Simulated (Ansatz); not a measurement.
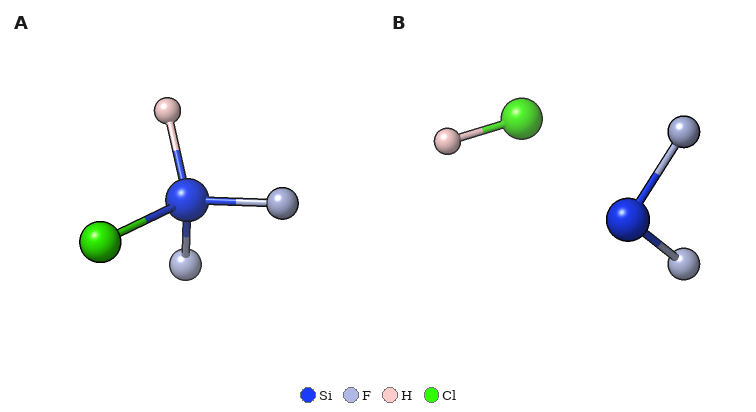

2 stationary structures of one formula. Geometries: PBE0-D4/def2-TZVP. Electronic energies: CCSD(T)/CBS (MP2 limit from def2-TZVPP and def2-QZVPP plus CCSD(T) − MP2) (Ansatz 0.2.0), without zero-point energy.

### Which is lowest in energy, and by how much?

A is lowest (Cs, a minimum); B lies 2.501 eV above it (Cs, a minimum).
